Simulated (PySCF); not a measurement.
SMILES CB(C)C(C)(C)C (C6H15B), GFN2-xTB optimised geometry. Atoms within 1.6 Å of the plane z = 0.0 Å (x, y, z in Å): B1 (0.40, -0.61, 0.00), C2 (1.97, -0.61, 0.00), H3 (2.41, -1.57, -0.26), H4 (2.33, -0.36, 1.00), H5 (2.39, 0.15, -0.66), C6 (-0.39, -1.97, -0.01), H7 (-1.19, -1.98, -0.76), H8 (-0.89, -2.13, 0.95), H9 (0.24, -2.84, -0.19), C10 (-0.41, 0.78, 0.00), C11 (-0.59, 1.18, -1.48), C12 (-1.80, 0.68, 0.64), C13 (0.35, 1.92, 0.71), H14 (-1.13, 2.13, -1.55), H17 (-2.41, -0.06, 0.13), H19 (-2.31, 1.64, 0.58), H21 (1.32, 2.09, 0.25), H22 (-0.22, 2.84, 0.66).

Method: PySCF with B3LYP/def2-SVP. Cells within 0.4 Å of a nucleus heavier than hydrogen are left out (blank, or x).

Map of the deformation density (molecule minus spherical neutral atoms) (e/bohr³) on the plane z = 0.0 Å:

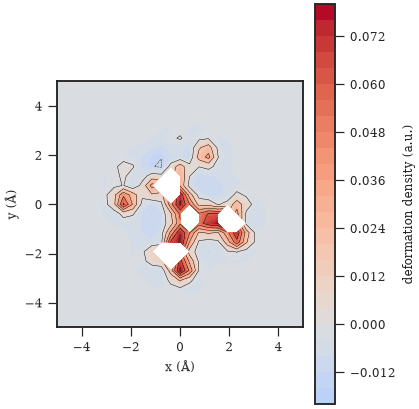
Deformation density (molecule minus spherical neutral atoms) (e/bohr³) on the plane z = 0.0 Å.
